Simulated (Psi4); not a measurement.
**Si2H5OF (SMILES O[SiH](F)[SiH3]): PBE0/6-31G(d) (spherical functions)**

What is the vertical singlet–triplet gap of Si2H5OF at PBE0/6-31G* (spherical functions)? 

The results are computed with Psi4 1.11.

## (1) The molecule

Si2H5OF has 9 atoms, charge 0, and is taken as a singlet. SMILES: `O[SiH](F)[SiH3]`. Geometry: relaxed at PBE0-D4/def2-TZVP. This is one conformer, not always the lowest.

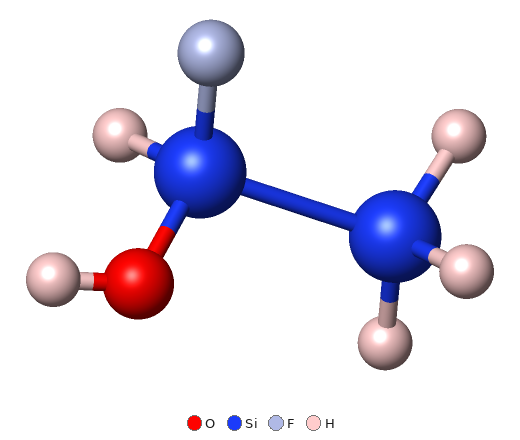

The structure, seen from a chosen angle (oxygen red, silicon blue, fluorine light blue, hydrogen pink).

## (2) The energy at PBE0/6-31G(d) (spherical functions)

Contents of job.json:

```json
{
 "schema_name": "qcschema_input",
 "schema_version": 1,
 "molecule": {
  "schema_name": "qcschema_molecule",
  "schema_version": 2,
  "symbols": ["O", "Si", "F", "Si", "H", "H", "H", "H", "H"],
  "geometry": [-0.7417175, -1.15424472, 3.34122476, -1.57130727, -0.30349002, 0.48698242, -3.35539771, 2.14257148, 0.60357852, 2.14483915, 0.70127736, -1.68506879, -1.98515729, -1.90030859, 4.42762831, -3.14563811, -2.29677313, -0.71922976, 1.50932426, 1.6262983, -4.26171036, 3.74487026, -1.59719652, -1.91599332, 3.56742498, 2.69399356, -0.30953714],
  "molecular_charge": 0,
  "molecular_multiplicity": 1,
  "fix_symmetry": "c1"
 },
 "driver": "energy",
 "model": {
  "method": "pbe0",
  "basis": "6-31G*"
 },
 "keywords": {
  "puream": true,
  "e_convergence": 1e-09,
  "d_convergence": 1e-08,
  "scf_type": "pk",
  "dft_radial_points": 99,
  "dft_spherical_points": 590,
  "scf_properties": ["LOWDIN_CHARGES", "MAYER_INDICES", "DIPOLE"]
 }
}
```

Command:

```console
$ psi4 --qcschema job.json -n 1 --memory 2200MB
```

stdout:

```text
[...]
  Running in c1 symmetry.
[...]
  Nuclear repulsion =  227.836453994188162
[...]
  Multiplicity = 1
[...]
  Nalpha       = 25
  Nbeta        = 25
[...]
    Number of basis functions: 74
[...]
   @RKS iter   1:  -756.51153643212501   -4.71580e-01   8.88823e-03 ADIIS/DIIS
[...]
   @RKS iter  11:  -756.68063321729187   -1.36424e-12   3.91333e-09 DIIS
[...]
    Orbital Energies [Eh]
    ---------------------
    Doubly Occupied:
       1A    -66.298376     2A    -66.230593     3A    -24.762355
       4A    -19.232821     5A     -5.374670     6A     -5.322614
       7A     -3.710225     8A     -3.708355     9A     -3.706607
      10A     -3.655321    11A     -3.655267    12A     -3.655044
      13A     -1.205566    14A     -1.045304    15A     -0.605744
      16A     -0.548313    17A     -0.519347    18A     -0.461376
      19A     -0.448140    20A     -0.419766    21A     -0.375377
      22A     -0.364382    23A     -0.362621    24A     -0.351090
      25A     -0.300375
[...]
  @RKS Final Energy:  -756.68063321729187
   => Energetics <=
    Nuclear Repulsion Energy =            227.8364539941881617
    One-Electron Energy =               -1502.8734485242734991
    Two-Electron Energy =                 565.5973407648943976
    DFT Exchange-Correlation Energy =     -47.2409794521009232
    Empirical Dispersion Energy =           0.0000000000000000
    VV10 Nonlocal Energy =                  0.0000000000000000
    Total Energy =                       -756.6806332172918701
[...]
 Multipole Moments:
 ------------------------------------------------------------------------------------
     Multipole            Electronic (a.u.)      Nuclear  (a.u.)        Total (a.u.)
 ------------------------------------------------------------------------------------
 L = 1.  Multiply by 2.5417464519 to convert [e a0] to [Debye]
 Dipole X            :         -4.8759064            4.6783237           -0.1975827
 Dipole Y            :          1.8979030           -2.4658251           -0.5679221
 Dipole Z            :          2.4555221           -2.2829391            0.1725829
 Magnitude           :                                                    0.6255872
[...]
```

The result, in JSON:

```text
{
 "driver": "energy",
 "model": {
  "method": "pbe0",
  "basis": "6-31G*"
 },
 "success": true,
 "return_result": -756.6806332172919,
 "properties": {
  "calcinfo_nbasis": 74,
  "calcinfo_nmo": 74,
  "calcinfo_nalpha": 25,
  "calcinfo_nbeta": 25,
  "calcinfo_natom": 9,
  "nuclear_repulsion_energy": 227.83645399418816,
  "return_energy": -756.6806332172919,
  "scf_one_electron_energy": -1502.8734485242735,
  "scf_two_electron_energy": 565.5973407648944,
  "scf_xc_energy": -47.24097945210092,
  "scf_dipole_moment": [-0.19758273552281924, -0.5679221054523642, 0.17258293105047073],
  "scf_total_energy": -756.6806332172919,
  "scf_iterations": 11
 }
}
```

Run time: 9.6 s. Hardware: 1 thread of AMD EPYC 9R45 (Zen 5), shared host; peak memory 1.1 GiB.

## (3) The triplet: energy and gradient at UPBE0/6-31G(d) (spherical functions)

Contents of calc.py:

```python
import psi4

psi4.set_memory(2200000000)
psi4.set_num_threads(1)
psi4.core.set_output_file('output.dat', False)

molecule = psi4.geometry("""
0 3
O
Si 1 1.636065
F 2 1.60331 1 110.15924
Si 2 2.339006 3 109.29643 1 -117.16473
H 1 0.958823 2 118.86173 3 71.48264
H 2 1.48798 3 105.01799 1 119.06696
H 4 1.487226 2 109.58651 6 59.96519
H 4 1.487017 7 108.82201 2 119.66221
H 4 1.486108 8 109.40302 7 -119.32438
symmetry c1
no_reorient
no_com
""")

psi4.set_options({
    'basis': '6-31G*',
    'reference': 'uks',
    'puream': True,
    'e_convergence': 1e-09,
    'd_convergence': 1e-08,
    'scf_type': 'pk',
    'dft_radial_points': 99,
    'dft_spherical_points': 590,
    'maxiter': 100,
})

E, wfn = psi4.gradient('pbe0', return_wfn=True)
psi4.oeprop(wfn, 'QUADRUPOLE', 'DIPOLE', 'WIBERG_LOWDIN_INDICES')
print('gradient / Eh bohr^-1')
print(E.np.round(6))
print(f'energy = {wfn.energy():.10f} Eh')
for k, v in sorted(psi4.core.scalar_variables().items()):
    print(f'{k:45s} {v:18.10f}')
```

Command:

```console
$ python calc.py
```

output.dat (excerpt; [...] marks lines left out):

```text
[...]
  Running in c1 symmetry.
[...]
  Nuclear repulsion =  227.836446127082496
[...]
  Multiplicity = 3
[...]
  Nalpha       = 26
  Nbeta        = 24
[...]
    Number of basis functions: 74
[...]
   @UKS iter   1:  -756.26325923587422   -2.23303e-01   8.96114e-03 DIIS/ADIIS
[...]
   @UKS iter  25:  -756.44065970986298    7.04858e-12   7.64285e-09 DIIS
[...]
   @S^2 Observed:                2.003236649E+00
[...]
  @UKS Final Energy:  -756.44065970986298
   => Energetics <=
    Nuclear Repulsion Energy =            227.8364461270824961
    One-Electron Energy =               -1501.6194341483819699
    Two-Electron Energy =                 564.5304978300833909
    DFT Exchange-Correlation Energy =     -47.1881695186470225
    Empirical Dispersion Energy =           0.0000000000000000
    VV10 Nonlocal Energy =                  0.0000000000000000
    Total Energy =                       -756.4406597098629845
[...]
  -Total Gradient:
     Atom            X                  Y                   Z
    ------   -----------------  -----------------  -----------------
       1       -0.012055848064     0.004024647232    -0.000262363354
       2        0.009534508766    -0.002879467561     0.000799070827
       3       -0.000326914904     0.019942298610     0.008623101127
       4       -0.005806125829    -0.003472814240     0.002996632927
       5        0.011745787848     0.008336991861     0.009192977162
       6       -0.005289166366    -0.012478800171    -0.007008881576
       7       -0.002918083104    -0.008046929384    -0.012035500251
       8       -0.000895434892    -0.013671652980    -0.005657844273
       9        0.006050119845     0.008233997261     0.003372079109
[...]
 Multipole Moments:
 ------------------------------------------------------------------------------------
[...]
```

On the terminal:

```text
gradient / Eh bohr^-1
[[-0.012056  0.004025 -0.000262]
 [ 0.009535 -0.002879  0.000799]
 [-0.000327  0.019942  0.008623]
 [-0.005806 -0.003473  0.002997]
 [ 0.011746  0.008337  0.009193]
 [-0.005289 -0.012479 -0.007009]
 [-0.002918 -0.008047 -0.012036]
 [-0.000895 -0.013672 -0.005658]
 [ 0.00605   0.008234  0.003372]]
energy = -756.4406597099 Eh
CURRENT ENERGY                                   -756.4406597099
CURRENT REFERENCE ENERGY                         -756.4406597099
DD SOLVATION ENERGY                                 0.0000000000
DFT FUNCTIONAL TOTAL ENERGY                      -756.4406597099
DFT TOTAL ENERGY                                 -756.4406597099
DFT VV10 ENERGY                                     0.0000000000
DFT XC ENERGY                                     -47.1881695186
GRID ELECTRONS ALPHA                               25.9999996249
GRID ELECTRONS BETA                                23.9999996809
GRID ELECTRONS TOTAL                               49.9999993058
NUCLEAR REPULSION ENERGY                          227.8364461271
ONE-ELECTRON ENERGY                             -1501.6194341484
PCM POLARIZATION ENERGY                             0.0000000000
PE ENERGY                                           0.0000000000
SCF ITERATION ENERGY                             -756.4406597099
SCF ITERATIONS                                     25.0000000000
SCF TOTAL ENERGY                                 -756.4406597099
TWO-ELECTRON ENERGY                               564.5304978301
XC GRID RADIAL POINTS                              99.0000000000
XC GRID SPHERICAL POINTS                          590.0000000000
XC GRID TOTAL POINTS                           499452.0000000000
```

Run time: 32 s. Hardware: 1 thread of AMD EPYC 9R45 (Zen 5), shared host; peak memory 1.1 GiB.

## (4) Summary of results

Level: PBE0/6-31G* (spherical functions).

| quantity | value |
| --- | --- |
| singlet: total energy | -756.68063 Eh |
| singlet: dipole moment | 1.59 D |
| singlet: HOMO energy | -8.17 eV |
| singlet: LUMO energy | 0.31 eV |
| singlet: HOMO–LUMO gap | 8.48 eV |
| triplet: total energy | -756.44066 Eh |
| triplet: dipole moment | 1.40 D |
| triplet: HOMO energy (highest over α and β) | -1.99 eV |
| triplet: ⟨S²⟩ | 2.003 |
| triplet: largest force on an atom | 1.117 eV/Å |
| vertical energy of the triplet above the singlet | 6.530 eV |

What this shows: At this shape the triplet lies 6.53 eV (151 kcal/mol) above the singlet.
